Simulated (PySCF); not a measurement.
# C8H13ClO: what the fields show

Input

```
{"job": {"kind": "nmr", "xc": "PBE0", "basis": "pcSseg-1"}, "charge": 0, "multiplicity": 1}
C     -2.193760    -1.666400     0.732270
C     -2.090942    -0.367312     0.529555
C     -0.825691     0.414787     0.240999
C     -0.670311     1.492765     1.322313
C      0.418950    -0.483419     0.149267
C      1.689043     0.259271    -0.264559
C      2.849188    -0.713316    -0.442001
C     -1.057743     1.104602    -1.082480
O     -1.128693     2.265152    -1.304872
Cl    -1.301259    -0.046219    -2.410794
H     -1.354751    -2.338521     0.697386
H     -3.147946    -2.115928     0.948893
H     -2.976721     0.253846     0.579843
H      0.112053     2.196574     1.054413
H     -0.425596     1.026250     2.272903
H     -1.596954     2.050300     1.434684
H      0.575512    -0.949974     1.123593
H      0.228087    -1.271580    -0.580346
H      1.514894     0.789415    -1.203511
H      1.957647     0.997998     0.491616
H      3.754257    -0.180023    -0.721150
H      2.625632    -1.439264    -1.220451
H      3.040352    -1.252018     0.483637
```

Command:

```sh
OMP_NUM_THREADS=1 python probes_run.py task.json out
```

Geometry: GFN2-xTB.

These are results of PBE0/pcSseg-1, SCF density, gas phase, non-relativistic (PySCF 2.14.0), not measurements.

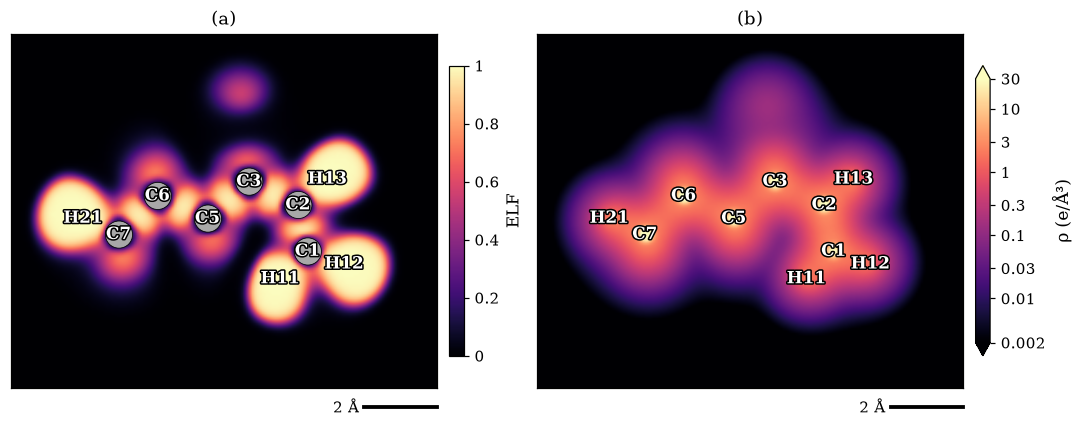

Figure 1. (a) electron localisation function; (b) total electron density on the plane of atoms C3, C5 and C6. Grey discs cover the atomic cores in the ELF map.

**Read the bonding off the picture.**

The plane passes through C and H nuclei.
C–C (1.32 Å): ρ is about 2.3 e/Å³ halfway; the ELF peaks at about 0.95 between the atoms: a multiple bond.
C–H (1.08 Å): ρ at the midpoint is about 2 e/Å³; the ELF climbs to about 1 towards the hydrogen, as it does in any bond to H (an ordinary covalent bond to hydrogen).
C–C (1.52 Å): the density is about 1.7 e/Å³ at the midpoint; the ELF peaks at about 0.95 between the atoms; a shared electron pair.

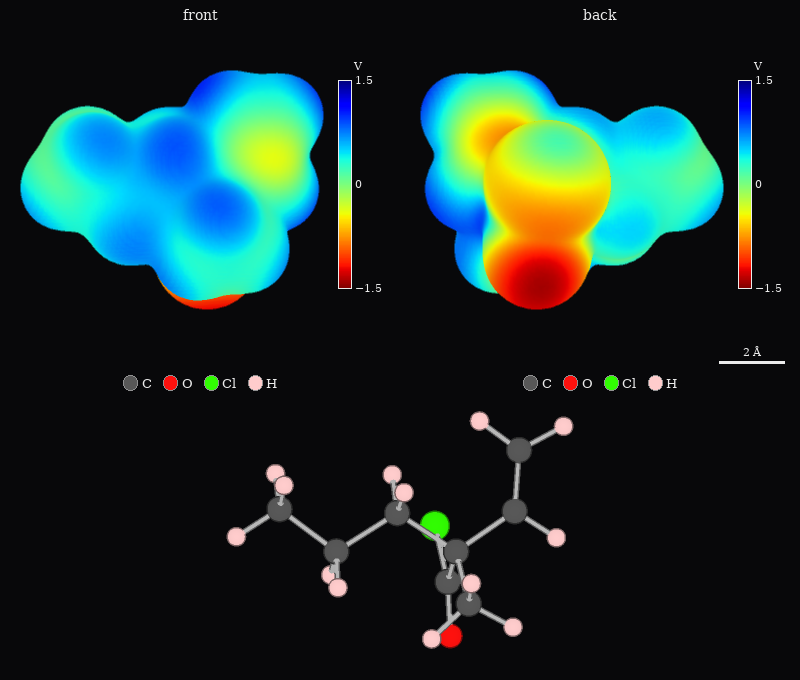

Figure 2. The molecular electrostatic potential painted on the density surface at 0.002 e/bohr³, seen from the front and from behind; the colour scale runs from red (negative) to blue (positive). The bare structure is drawn below in the same view.

**Where is the surface potential most negative and most positive?**

The most negative region (about −1.4 V) lies over O9, the most positive (about +1.0 V) over C8, H11, H12 and H13. Cl10 shows a σ-hole: about +0.2 V at the tip opposite its bond, against about −0.4 V on its flanks. O9 is the likeliest acceptor of a hydrogen bond.

**How polar is the molecule by this calculation?**

Its dipole moment is 3.00 D.
